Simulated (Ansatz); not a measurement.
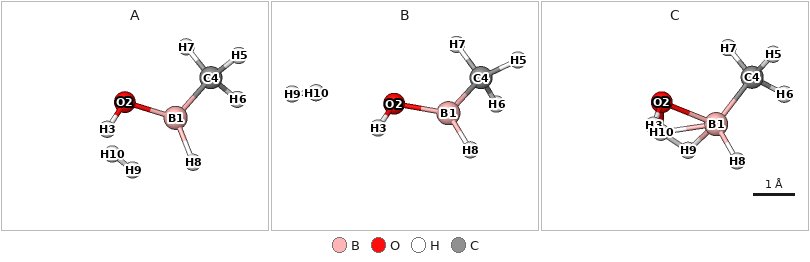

3 geometries from a converged minimum-energy path of CH7BO, made up of CH₅BO and H₂, shuffled. A ball-and-stick model, seen from a free direction.

The calculation used RKS PBE0/def2-SVP (Ansatz 0.2.0). Set-up: 7 movable images; climbing image; force threshold 0.05 eV/Å; iteration limit 60; starting path through a guess of the saddle point.

### Which frame is the top of the path?

C. In order along the path, whose images run from 0 to 8: B (image 1, +0.6 kJ/mol), A (image 4, +6.3 kJ/mol), C (image 6, +158.7 kJ/mol). Breaking: H9–H10 (0.76 → 1.02 at the top → 2.50 Å). Forming: B1–H9 (4.55 → 1.37 at the top → 1.23 Å), O2–H10 (2.56 → 1.26 at the top → 0.97 Å).

Limits of the set-up: the start holds two separate molecules, 2.6 Å apart at their closest, whose relative position is a soft coordinate and is computed without a dispersion correction.
